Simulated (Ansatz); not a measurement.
**CH$_{5}$InNO (SMILES C[O][In][NH2]) (doublet): density, localisation and related maps**

Input

```
crystal:
  periodic: [false, false, false]
  atoms:
    - {symbol: C, position_ang: [-0.925420, 1.365782, 1.115787]}
    - {symbol: O, position_ang: [-0.027966, 0.460888, 0.548042]}
    - {symbol: In, position_ang: [-0.210704, -0.540338, -1.187460]}
    - {symbol: N, position_ang: [1.495835, -1.666058, -1.512081]}
    - {symbol: H, position_ang: [-1.927627, 0.941264, 1.268224]}
    - {symbol: H, position_ang: [-0.545422, 1.662739, 2.101170]}
    - {symbol: H, position_ang: [-1.038632, 2.282559, 0.520875]}
    - {symbol: H, position_ang: [1.371525, -2.398102, -2.202262]}
    - {symbol: H, position_ang: [1.808421, -2.108734, -0.652285]}
basis:
  gaussian: {orbitals: def2-TZVPP}
magnetization: {spin_polarized: true, initial_magnetization: 1}
hamiltonian: {xc: pbe0, dispersion: d4}
output: {orbitals: {seedname: orbitals}}
```

Run with:

```sh
ansatz run in.yaml --threads 4 --pin off --events-out ev --progress --plain --max-ram 10444MiB
```

Geometry: PBE0-D4/def2-TZVP; core potentials replace the inner electrons of In.

Level of theory: UKS PBE0-D4/def2-TZVPP (Ansatz).

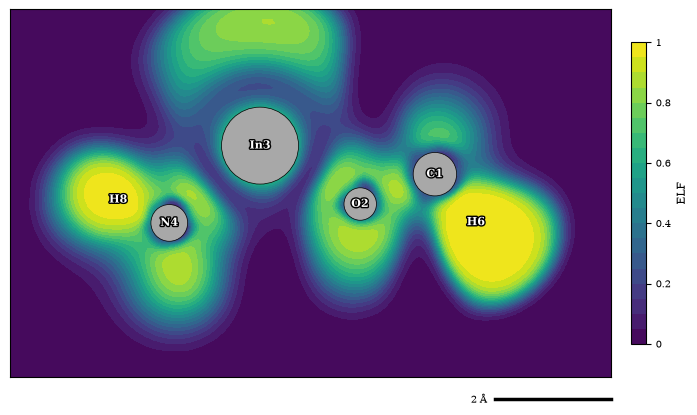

Figure 1. Electron localisation function on the plane of atoms C1, O2 and In3. Grey discs cover the atomic cores.

Q: What does the map show?

A: Atoms in the plane: C, O, In, N and H.
C–O (1.40 Å): the ELF peaks at about 0.85 between the atoms, as expected for a shared but strongly polarised pair.
In–O (2.01 Å): the ELF peaks at about 0.85 in the valence shell of O, 0.6 Å from its nucleus, and drops to about 0.15 between the two atoms.
In–N (2.07 Å): the ELF peaks at about 0.85 in the valence shell of N, 0.6 Å from its nucleus, and drops to about 0.15 between the two atoms.
N–H (1.01 Å): the ELF climbs to about 1 towards the hydrogen, as it does in any bond to H: an ordinary covalent bond to hydrogen.
C–H (1.10 Å): the ELF climbs to about 1 towards the hydrogen (an ordinary covalent bond to hydrogen).
The ELF also peaks beside O2, away from the bonds: non-bonding electrons, paired or unpaired.

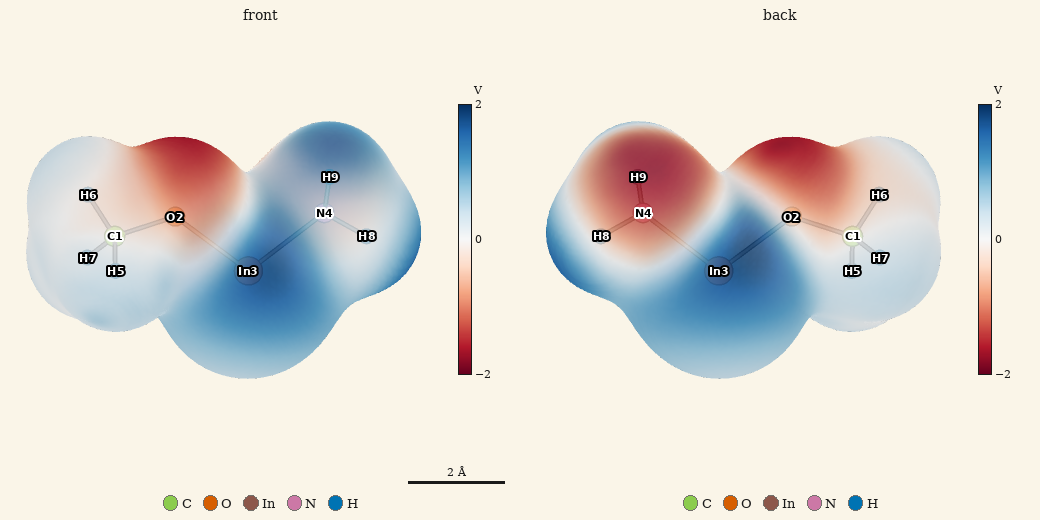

Figure 2. The molecular electrostatic potential painted on the density surface at 0.002 e/bohr³, seen from the front and from behind; red is negative and blue positive.

Q: Describe the electrostatic potential map.

A: The most negative region (about −1.7 V) lies over O2 and N4, the most positive (about +1.8 V) over In3.

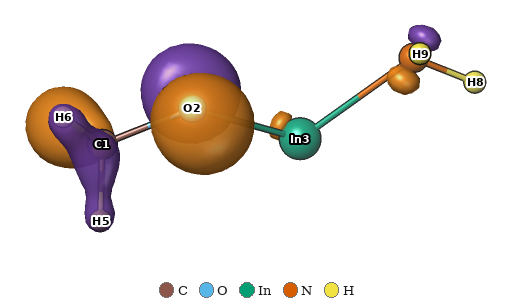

Figure 3. The HOMO−1 (β) at ±0.2 Å⁻³ᐟ² (orange and purple are the two phases), seen at an oblique angle.

Q: Where does this orbital lie, and at what energy?

A: It lies mainly on O2 (about 60 %), C1 (about 15 %), In3 (about 10 %) and H7 (about 10 %). Its energy is −7.30 eV.
